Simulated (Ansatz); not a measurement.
Reaction (SMILES): C(F)(F)(F)F → C atom + 4 F atom
B3LYP-D3(BJ)/def2-TZVP geometries, fixed; electronic energies without zero-point terms.

Basis-set convergence of the atomisation energy at MP2 with Ansatz (an electronic-structure program). All functions are spherical. Cores are frozen. Open shells are unrestricted. No added dispersion term, no relativity. Functions are those of the species that has most. Reference: Hartree-Fock in aug-cc-pVQZ plus the correlation part extrapolated as X^-3 from aug-cc-pVTZ and aug-cc-pVQZ, 508.72 kcal/mol, itself unsure by roughly 1.73 kcal/mol (a third of the extrapolation step and of the last Hartree-Fock step). Deviations are taken from unrounded values.

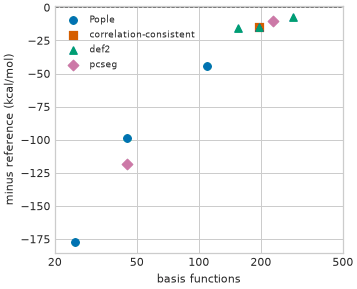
Figure. Deviation from the reference against the number of basis functions, by family of sets.

```
basis            functions  atomisation energy (kcal/mol)  minus reference (kcal/mol)
---------------  ---------  -----------------------------  --------------------------
STO-3G                  25                         331.65                     -177.07
3-21G                   45                         410.15                      -98.57
pcseg-0                 45                         390.74                     -117.98
6-311+G**              110                         464.24                      -44.48
def2-TZVPP             155                         492.89                      -15.83
jun-cc-pV(T+d)Z        195                         493.82                      -14.90
def2-TZVPPD            197                         493.70                      -15.02
aug-pcseg-2            230                         498.46                      -10.26
def2-QZVPP             285                         501.19                       -7.53
```
